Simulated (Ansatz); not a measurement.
**H₄O₃Si···H₂O: density, localisation and related maps**

The calculation's input:

```
crystal:
  periodic: [false, false, false]
  atoms:
    - { symbol: Si, position_ang: [-0.19158, -0.068024, 0.079315] }
    - { symbol: H, position_ang: [-0.293937, -0.009212, 1.542766] }
    - { symbol: O, position_ang: [1.421922, -0.149151, -0.32547] }
    - { symbol: H, position_ang: [1.622151, -0.848132, -0.958558] }
    - { symbol: O, position_ang: [-0.964627, 1.183257, -0.656671] }
    - { symbol: H, position_ang: [-1.635031, 0.907638, -1.289356] }
    - { symbol: O, position_ang: [-0.887858, -1.472629, -0.487469] }
    - { symbol: H, position_ang: [-1.218765, -2.09057, 0.170553] }
    - { symbol: O, position_ang: [1.384225, 1.903303, 1.467927] }
    - { symbol: H, position_ang: [1.982883, 1.44966, 0.857445] }
    - { symbol: H, position_ang: [1.072317, 1.164062, 2.034019] }
basis:
  gaussian: { orbitals: def2-SVP }
hamiltonian:
  xc: pbe0
relax:
  f_tol: 0.03
  max_steps: 50
output:
  orbitals: {}
```

Launched as:

```sh
ansatz run input.yaml --threads 2 --pin off --max-ram 3072MiB --backend cpu --events-out ev --progress --plain --runs-dir out
```

The fields are those of the run's last geometry, not of the input's.

Computed with Ansatz, RKS PBE0/def2-SVP.

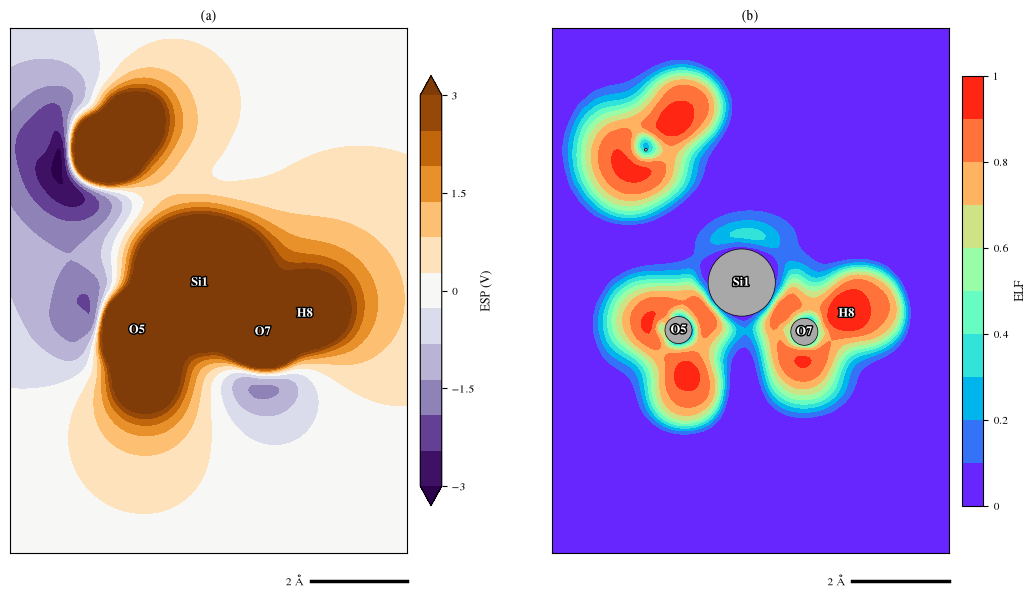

Figure 1. (a) molecular electrostatic potential; (b) electron localisation function on the plane of atoms O5, Si1 and O7. Grey discs cover the atomic cores in the ELF map.

**Describe what can be read from this map.**

- The section cuts through Si, O and H sites.
- Si–O (1.65 Å): the ELF peaks at about 0.85 between the atoms, as expected for a polar covalent bond.
- O–H (0.96 Å): the ELF climbs to about 1 towards the hydrogen, as it does in any bond to H (a covalent bond by its length).
- The ELF also peaks beside O7, O5 and O9, away from the bonds: lone-pair regions.
- Outside the dense part of the complex the potential is most negative (−3.1 V) near O9, which lies off the plane.

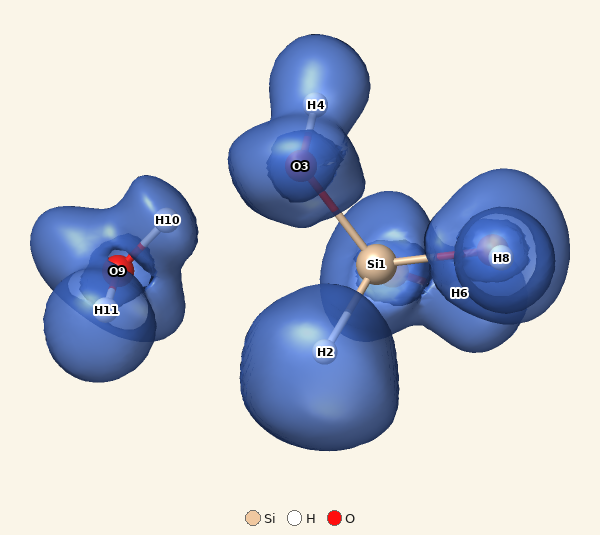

Figure 2. Isosurface of the ELF at 0.75 (blue), seen from one side. Core shells and regions of very low density are left out.

**Identify the bonds, lone pairs and shells in this picture.**

The ELF exceeds this value in one region around a hydrogen nucleus and four joined regions spread over several atoms (H, O), in which their bonds and any lone pairs are merged. Profiles from the grid: O3···H10 (1.95 Å): the ELF dips to about 0.10 between them; by its geometry a hydrogen bond between the two molecules, with no shared pair.

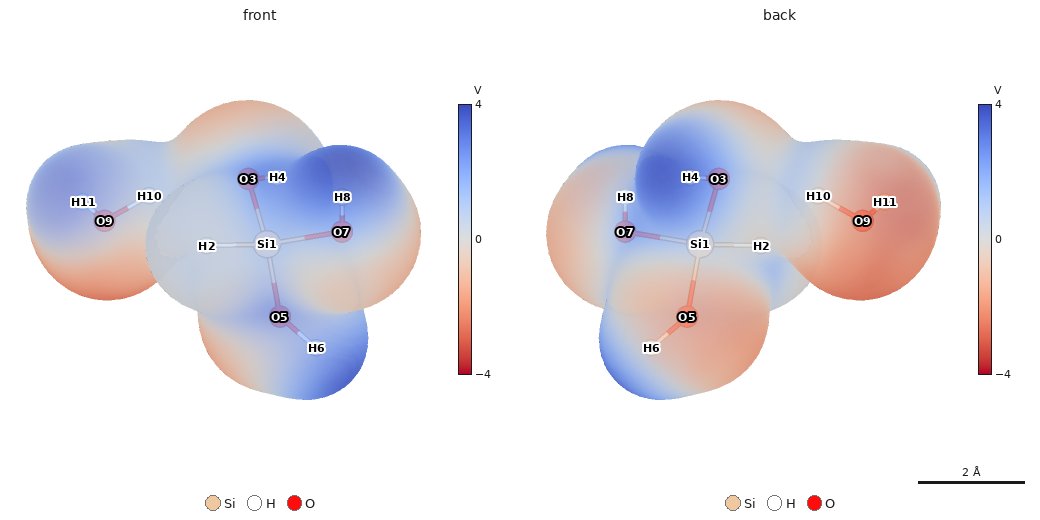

Figure 3. The electrostatic potential painted on the density surface at 0.004 e/bohr³, seen from the front and from behind; the colour scale runs from red (negative) to blue (positive).

**Describe the electrostatic potential map.**

The most negative region (about −2.6 V) lies over O9, the most positive (about +3.6 V) over H4 and H8. O9 is the likeliest acceptor of a hydrogen bond.

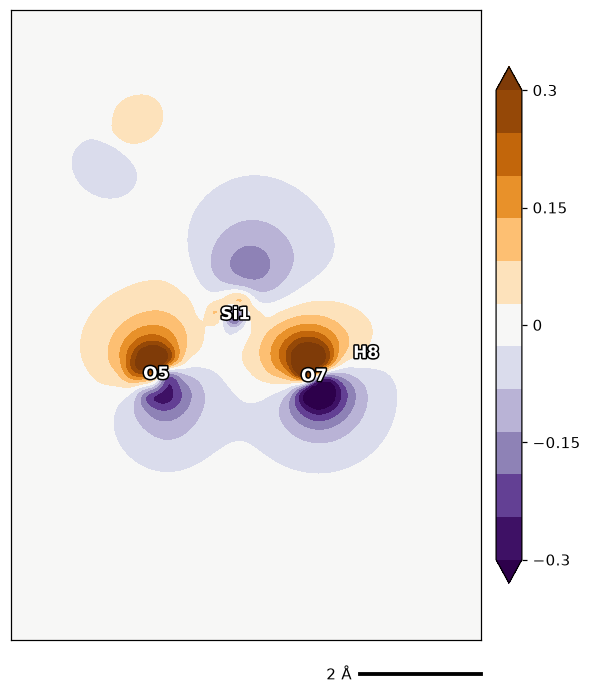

Figure 4. The HOMO−1 on the plane of atoms O5, Si1 and O7 (values in Å⁻³ᐟ²; the overall sign is arbitrary).

**What is the character of this orbital?**

It lies mainly on O5 (about 45 %), H2 (about 15 %), Si1 (about 15 %), O3 (about 10 %) and O7 (about 10 %). Its energy is −9.09 eV.
